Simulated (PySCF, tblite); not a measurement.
**C₆H₁₄S₂Si: geometry, infrared bands and NMR shifts**

Aim: predict the infrared bands and NMR shifts of C₆H₁₄S₂Si (`CC(C)(C)[SiH]1SCCS1`).

Programs: tblite 0.8.0 and PySCF 2.14.0, with density-fitted response routines of our own. Each step states its level of theory. These are calculated values for one molecule in the gas phase, unless marked as measured. Atoms count from 0, in the outputs and in this text.

### 1 The starting structure

23 atoms, charge 0, multiplicity 1; geometry from: force field or distance geometry start.

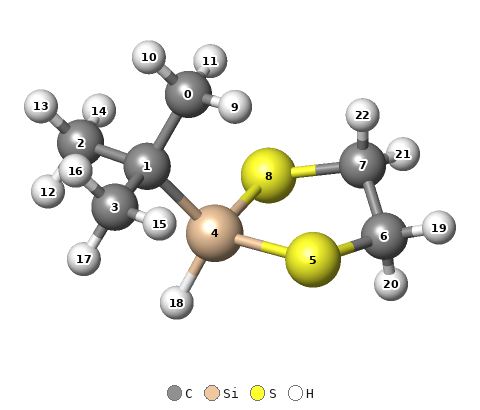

As it starts; carbon grey, silicon light orange, sulfur yellow, hydrogen white, atoms numbered.

### 2 Optimising the geometry with GFN2-xTB

What the job is given:

```
{"job": {"kind": "relax", "xc": "GFN2-xTB", "basis": "xTB"}, "charge": 0, "multiplicity": 1}
C     -1.160900     0.903100     1.020300
C     -1.228100    -0.366200     0.140400
C     -2.294200    -0.167700    -0.936800
C     -1.678300    -1.540100     1.039900
Si     0.488400    -0.772300    -0.660100
S      2.035900    -0.897900     0.808800
C      3.233300     0.243700     0.016100
C      2.524400     1.448500    -0.593900
S      1.235300     0.906400    -1.779200
H     -0.450600     0.809900     1.843600
H     -2.149600     1.110000     1.472700
H     -0.896400     1.785400     0.435300
H     -2.413300    -1.049200    -1.567200
H     -3.279200     0.033600    -0.492900
H     -2.068700     0.694400    -1.588600
H     -0.978800    -1.721700     1.884800
H     -2.658200    -1.343200     1.496700
H     -1.761700    -2.486600     0.478900
H      0.453800    -1.985000    -1.505100
H      3.952000     0.578800     0.784300
H      3.794700    -0.303300    -0.736900
H      3.236400     2.077300    -1.128800
H      2.058900     2.069100     0.191600
```

Run with:

```
> OMP_NUM_THREADS=1 python probes_run.py task.json out
```

This one command runs all jobs of the session in turn.

Output:

```text
step      E/eV     max force
  0    -769.00611    0.721
  1    -769.05164    0.367
  2    -769.07258    0.316
  3    -769.08403    0.305
  4    -769.09738    0.299
  5    -769.10667    0.269
  6    -769.11314    0.168
  7    -769.11591    0.104
  8    -769.11747    0.100
  9    -769.11905    0.101
 10    -769.12082    0.113
 11    -769.12252    0.098
 12    -769.12401    0.105
 13    -769.12557    0.105
 14    -769.12761    0.136
 15    -769.12986    0.131
 16    -769.13138    0.067
 17    -769.13203    0.051
 18    -769.13239    0.046
 19    -769.13281    0.048
 20    -769.13330    0.056
 21    -769.13371    0.049
 22    -769.13399    0.033
 23    -769.13423    0.037
 24    -769.13448    0.040
 25    -769.13474    0.033
 26    -769.13496    0.032
 27    -769.13516    0.038
 28    -769.13537    0.039
 29    -769.13557    0.036
 30    -769.13575    0.035
 31    -769.13588    0.028
 32    -769.13598    0.021
 33    -769.13608    0.025
 34    -769.13620    0.035
 35    -769.13636    0.039
 36    -769.13659    0.037
 37    -769.13684    0.045
 38    -769.13707    0.032
 39    -769.13724    0.033
 40    -769.13738    0.033
 41    -769.13755    0.036
 42    -769.13774    0.042
 43    -769.13794    0.029
 44    -769.13813    0.029
 45    -769.13832    0.029
 46    -769.13851    0.030
 47    -769.13870    0.030
 48    -769.13891    0.031
 49    -769.13917    0.041
 50    -769.13951    0.051
 51    -769.13987    0.049
 52    -769.14017    0.038
 53    -769.14040    0.029
 54    -769.14063    0.030
 55    -769.14087    0.031
 56    -769.14106    0.026
 57    -769.14119    0.022
 58    -769.14130    0.022
 59    -769.14144    0.026
 60    -769.14164    0.031
 61    -769.14185    0.027
 62    -769.14201    0.025
 63    -769.14215    0.025
 64    -769.14230    0.023
 65    -769.14245    0.027
 66    -769.14259    0.023
 67    -769.14268    0.016
 68    -769.14273    0.013
 69    -769.14277    0.015
 70    -769.14280    0.012
 71    -769.14285    0.012
 72    -769.14287    0.013
 73    -769.14291    0.014
 74    -769.14296    0.015
 75    -769.14302    0.016
 76    -769.14308    0.015
 77    -769.14312    0.012
 78    -769.14314    0.011
 79    -769.14316    0.009
```

Wall time 1.7 s (1 thread of Arm Neoverse N1, shared host); peak memory 0.18 GiB.

Along the way: (not every step is listed)

```tsv
step	energy from step 0 (eV)	largest force (eV/Å)
0	0.0000	0.7211
1	-0.0455	0.3669
2	-0.0665	0.3156
3	-0.0779	0.3049
4	-0.0913	0.2989
5	-0.1006	0.2688
6	-0.1070	0.1683
7	-0.1098	0.1038
8	-0.1114	0.1000
14	-0.1215	0.1355
20	-0.1272	0.0556
26	-0.1288	0.0315
32	-0.1299	0.0211
38	-0.1310	0.0324
44	-0.1320	0.0294
50	-0.1334	0.0509
56	-0.1350	0.0263
62	-0.1359	0.0249
68	-0.1366	0.0134
74	-0.1368	0.0149
75	-0.1369	0.0163
76	-0.1370	0.0149
77	-0.1370	0.0120
78	-0.1370	0.0107
79	-0.1370	0.0086
```

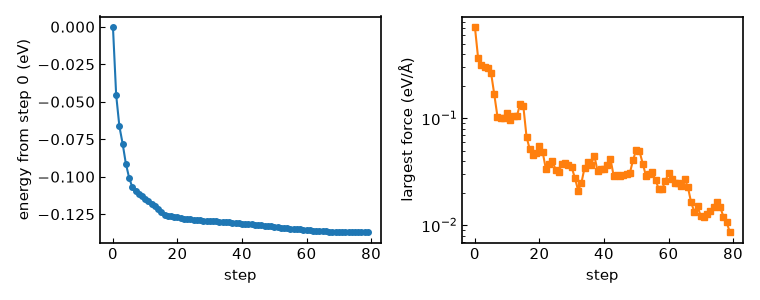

Energy and force, step by step.

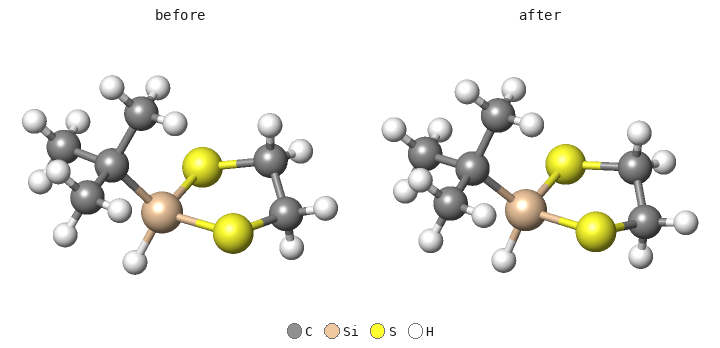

The geometry before (left) and after (right).

Close pairs (by a distance rule), those that changed most:

```tsv
bond	before (Å)	after (Å)	change (Å)
C1–Si4	1.937	1.906	-0.031
C3–H15	1.112	1.088	-0.024
C1–C3	1.546	1.527	-0.019
C0–H10	1.107	1.089	-0.018
C2–H14	1.104	1.088	-0.016
C3–H17	1.103	1.087	-0.016
Si4–H18	1.478	1.463	-0.016
C6–C7	1.525	1.510	-0.016
```

The end geometry stands in the next job.

### 3 Vibrational analysis with GFN2-xTB

What the job is given:

```
{"job": {"kind": "ir", "xc": "GFN2-xTB", "basis": "xTB"}, "charge": 0, "multiplicity": 1}
C     -1.304335     0.927066     1.047699
C     -1.271439    -0.338900     0.186760
C     -2.277988    -0.206174    -0.953623
C     -1.632048    -1.546382     1.048831
Si     0.461379    -0.599451    -0.564132
S      1.984860    -0.759983     0.939819
C      3.210098     0.165363    -0.040431
C      2.609591     1.436342    -0.590720
S      1.190133     1.087244    -1.685777
H     -0.597451     0.850626     1.872379
H     -2.299757     1.070148     1.466036
H     -1.057103     1.806063     0.454375
H     -2.293971    -1.109497    -1.559218
H     -3.279458    -0.042266    -0.558405
H     -2.022939     0.631297    -1.599596
H     -0.906448    -1.680075     1.848143
H     -2.615099    -1.409866     1.496960
H     -1.652207    -2.454837     0.451429
H      0.553375    -1.764679    -1.443726
H      4.036866     0.391128     0.632434
H      3.562361    -0.483604    -0.842282
H      3.337644     1.974567    -1.196945
H      2.259183     2.082856     0.213888
```

Output:

```text
mode    cm-1     km/mol
  1      35.3      0.08
  2      48.7      4.60
  3      79.9      0.01
  4     131.6     13.73
  5     204.3      0.51
  6     213.1      0.04
  7     230.0      3.48
  8     240.1      0.28
  9     261.6      0.37
 10     266.4      0.28
 11     293.7     10.54
 12     353.8      5.88
 13     381.0      0.08
 14     392.1      8.80
 15     411.9      1.24
 16     495.9     43.69
 17     543.1     44.39
 18     607.1    195.35
 19     629.7     12.36
 20     667.3     15.54
 21     694.7      3.96
 22     696.0    210.07
 23     853.1      3.48
 24     888.7     34.05
 25     937.9      0.66
 26     969.7      0.07
 27     973.8      0.42
 28     975.2      0.17
 29    1035.0      5.91
 30    1036.8      4.50
 31    1039.8      0.98
 32    1086.9      1.84
 33    1140.9      0.05
 34    1224.8      0.23
 35    1227.9      0.35
 36    1235.4     12.50
 37    1236.0      9.88
 38    1260.3     13.01
 39    1409.3      7.48
 40    1414.5      5.78
 41    1433.7      3.71
 42    1436.3      5.27
 43    1446.9      0.65
 44    1493.4      1.89
 45    1495.2      0.07
 46    1498.8      0.48
 47    1509.9      6.34
 48    1510.8      5.89
 49    1515.1      4.48
 50    2253.8    222.75
 51    2978.8      0.87
 52    2990.3     19.73
 53    2996.8      3.89
 54    3000.5      8.55
 55    3009.1      3.61
 56    3010.3      1.23
 57    3016.0    130.33
 58    3017.7     12.53
 59    3023.6      6.34
 60    3026.5     29.33
 61    3030.2     39.92
 62    3034.3     38.90
 63    3036.1     35.74
```

Wall time 2.6 s (1 thread of Arm Neoverse N1, shared host); peak memory 0.18 GiB.

The strongest bands and the atoms that carry them (share of the mass-weighted mode):

```tsv
cm⁻¹	km/mol	atoms
496	43.7	Si4 35 %, S8 22 %, S5 14 %
543	44.4	Si4 49 %, S5 23 %, S8 16 %
607	195.3	H18 87 %
696	210.1	H18 50 %, Si4 24 %
2254	222.8	H18 97 %
3016	130.3	H16 42 %, H13 27 %, H10 12 %
3030	39.9	H15 43 %, H14 28 %, H17 15 %
3034	38.9	H12 47 %, H14 25 %, H15 17 %
```

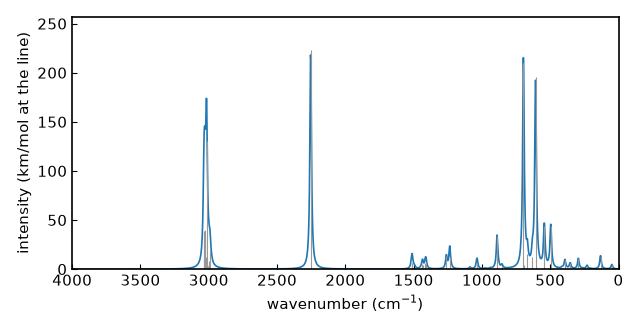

The infrared spectrum from these modes, unscaled. Lines are broadened to a width of 14 cm⁻¹ (Lorentzian).

### 4 Nuclear shieldings: PBE0/pcSseg-1

The job, as its differences from that of step 3:

```diff
@@ -1,2 +1,2 @@
-{"job": {"kind": "ir", "xc": "GFN2-xTB", "basis": "xTB"}, "charge": 0, "multiplicity": 1}
+{"job": {"kind": "nmr", "xc": "PBE0", "basis": "pcSseg-1"}, "charge": 0, "multiplicity": 1}
 C     -1.304335     0.927066     1.047699
```

Method: GIAO PBE0/pcSseg-1 NMR shielding, non-relativistic, gas phase.

Output:

```text
coarse grid: 20072 points
cycle   1  E = -1322.1305668562  dE =  9.151e-01  |g| = 4.525e-01  |ddm| = 4.316e+00
cycle   2  E = -1322.1231565040  dE =  7.410e-03  |g| = 4.997e-01  |ddm| = 1.006e+00
cycle   3  E = -1322.1879357166  dE = -6.478e-02  |g| = 5.498e-02  |ddm| = 5.411e-01
cycle   4  E = -1322.1885535466  dE = -6.178e-04  |g| = 2.750e-02  |ddm| = 9.235e-02
cycle   5  E = -1322.1887273139  dE = -1.738e-04  |g| = 5.854e-03  |ddm| = 3.172e-02
cycle   6  E = -1322.1887352793  dE = -7.965e-06  |g| = 2.226e-03  |ddm| = 1.057e-02
final grid: 177880 points
cycle   7  E = -1322.2478637901  dE = -4.606e-05  |g| = 1.266e-02  |ddm| = 4.359e-02
cycle   8  E = -1322.2478307417  dE =  3.305e-05  |g| = 1.686e-02  |ddm| = 2.738e-02
cycle   9  E = -1322.2479040290  dE = -7.329e-05  |g| = 1.247e-03  |ddm| = 1.668e-02
cycle  10  E = -1322.2479044181  dE = -3.891e-07  |g| = 2.764e-04  |ddm| = 1.505e-03
cycle  11  E = -1322.2479044360  dE = -1.793e-08  |g| = 8.836e-05  |ddm| = 3.518e-04
cycle  12  E = -1322.2479044377  dE = -1.692e-09  |g| = 3.250e-05  |ddm| = 1.139e-04
cycle  13  E = -1322.2479044380  dE = -2.628e-10  |g| = 4.536e-06  |ddm| = 3.935e-05
converged SCF energy = -1322.2479044380

GIAO shielding tensors (ppm)
atom      isotropic    diamagn.    paramagn.     s11        s22        s33       span
  0 C      161.006     248.870     -87.865    145.499    151.698    185.820     40.321
  1 C      162.278     248.272     -85.994    156.574    163.658    166.602     10.027
  2 C      158.978     248.081     -89.103    144.789    145.724    186.420     41.631
  3 C      159.485     248.114     -88.629    144.461    147.053    186.941     42.480
  4 Si     310.220     879.479    -569.259    248.896    321.606    360.158    111.262
  5 S      633.297    1059.599    -426.302    506.230    557.747    835.915    329.686
  6 C      144.830     253.008    -108.178    109.944    154.047    170.498     60.554
  7 C      145.895     251.758    -105.863    115.639    154.278    167.769     52.130
  8 S      636.123    1059.197    -423.074    476.524    605.744    826.102    349.579
  9 H       30.456      31.832      -1.376     25.259     30.516     35.592     10.333
 10 H       31.155      31.909      -0.754     27.089     28.497     37.880     10.791
 11 H       30.363      31.692      -1.328     25.167     30.422     35.500     10.333
 12 H       30.666      30.789      -0.123     26.571     27.955     37.473     10.901
 13 H       30.794      30.772       0.022     26.808     27.926     37.648     10.840
 14 H       30.446      30.894      -0.447     24.848     30.330     36.161     11.313
 15 H       30.657      31.098      -0.440     24.957     30.704     36.311     11.354
 16 H       30.787      30.797      -0.010     26.736     27.954     37.670     10.934
 17 H       30.640      30.745      -0.105     26.566     27.927     37.427     10.861
 18 H       26.148      30.134      -3.987     22.324     23.835     32.284      9.960
 19 H       28.602      29.253      -0.651     21.323     26.490     37.992     16.668
 20 H       29.021      30.113      -1.091     23.058     26.503     37.503     14.446
 21 H       28.678      29.087      -0.409     21.647     26.566     37.821     16.174
 22 H       29.018      31.297      -2.279     23.753     26.754     36.548     12.795
```

Run time: 1.8 min. Hardware: 1 thread of Arm Neoverse N1, shared host; peak memory 1.1 GiB.

Shifts follow as δ = σ(reference) − σ, with reference shieldings (ppm) from runs at the same level and on the same kind of geometry: ¹H TMS 31.72, ¹³C TMS 186.9, ²⁹Si TMS 349.2, ³³S CS2 504. The references are single molecules in the gas phase. Atoms listed in one row are averaged.

```tsv
atoms	environment	σ (ppm)	δ (ppm)	δ scaled to CDCl3
C6, C7	sp3 CH2 bonded to S	145.4	41.6	34.2
C0, C2, C3	methyl carbon	159.8	27.1	24.5
C1	fully substituted sp3 carbon bonded to Si	162.3	24.6	22.1
H18	hydrogen on a silicon bonded to C, 2 S, in a 5-membered ring	26.15	5.57	–
H19, H22	hydrogen on an sp3 CH2 bonded to S	28.81	2.91	2.85
H20, H21	hydrogen on an sp3 CH2 bonded to S	28.85	2.87	2.81
H9, H10, H11, H12, H13 and 4 more	hydrogen on a methyl carbon	30.66	1.05	1.10
Si4	silicon bonded to C, 2 S, H, in a 5-membered ring	310.2	38.9	–
S5, S8	sulfur bonded to C, Si, in a 5-membered ring	635	-131	–
```

The scaled column applies a straight-line fit of computed shieldings to shifts measured in CDCl3, with any fitted terms for Cl, Br or S neighbours (root-mean-square error 0.16 ppm for H, 1.9 ppm for C).

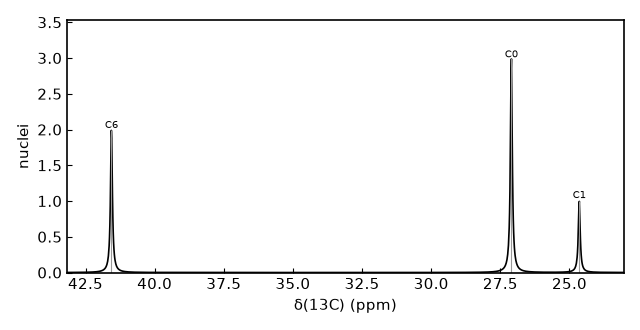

¹³C lines at the computed shifts, without couplings. Lines are broadened to a width of 0.08 ppm (Lorentzian).

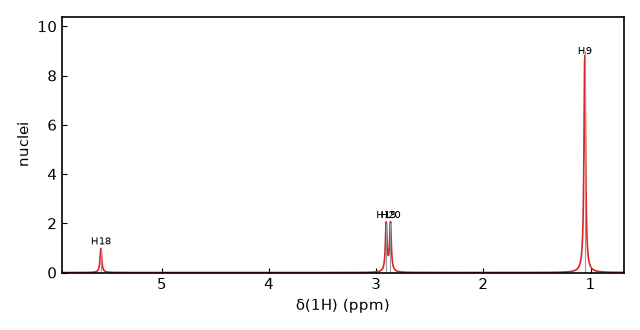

¹H lines at the computed shifts, without couplings. Lines are broadened to a width of 0.02 ppm (Lorentzian).

Charges from the same density, by scheme (e):

```tsv
atoms	Mulliken	IAO	Hirshfeld	ESP fit
C0, C2, C3	-0.17	-0.41	-0.12	-0.47
C1	-0.77	-0.20	-0.06	0.48
Si4	0.71	0.73	0.31	0.41
S5, S8	-0.27	-0.20	-0.09	-0.30
C6, C7	-0.31	-0.33	-0.07	-0.17
```

Hirshfeld charges:

C0 -0.12; C1 -0.06; C2 -0.12; C3 -0.12; Si4 0.31; S5 -0.09; C6 -0.07; C7 -0.07; S8 -0.09; H9 0.03; H10 0.04; H11 0.03; H12 0.04; H13 0.04; H14 0.04; H15 0.04; H16 0.04; H17 0.04; H18 -0.08; H19 0.05; H20 0.04; H21 0.05; H22 0.04

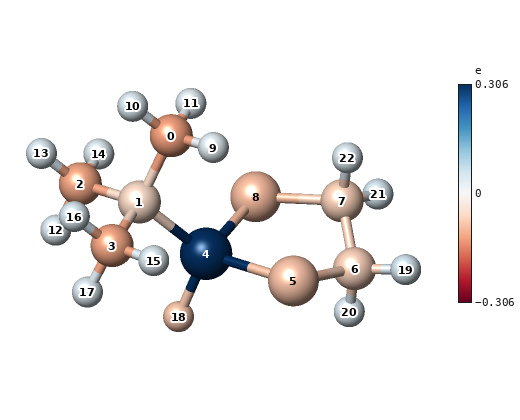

Hirshfeld charges, as colours on the atoms.

Mayer bond orders: C0–C1 1.01, C1–C2 1.01, C1–C3 1.01, C1–Si4 0.84, Si4–S5 0.97, S5–C6 1.00, C6–C7 1.01, C7–S8 1.00, S8–Si4 0.96.

Ring of atoms Si4, S5, C6, C7, S8: NICS(0) -9.2, NICS(1) -5.3, NICS(1)zz -3.3 ppm (means of both faces).

### 5 Outcome

| quantity | value |
| --- | --- |
| strongest single infrared mode (GFN2-xTB) | 2254 cm⁻¹, 223 km/mol |
| zero-point energy (GFN2-xTB) | 118.1 kcal/mol |
| ¹³C shifts against TMS (PBE0/pcSseg-1, means over atoms taken as alike) | 41.6, 27.1, 24.6 ppm |
| ¹H shifts against TMS (PBE0/pcSseg-1, means over atoms taken as alike) | 5.57, 2.91, 2.87, 1.05 ppm |
| ²⁹Si shifts against TMS (PBE0/pcSseg-1) | 38.9 ppm |
| ³³S shifts against CS2 (PBE0/pcSseg-1, means over atoms taken as alike) | -131 ppm |

In words: Relaxing lowered the energy by 0.137 eV in 79 steps; the close pair that moved most is C1–Si4, from 1.937 to 1.906 Å. No mode is imaginary among the 63: a minimum at this level. The strongest single mode, at 2254 cm⁻¹, moves mainly H18. Unscaled tight-binding wavenumbers are off by several per cent, some by more. Its intensities can rank the bands wrongly. At PBE0/pcSseg-1: The widest tensor belongs to S5, S8: span 340 ppm, with a paramagnetic part of -425 ppm.
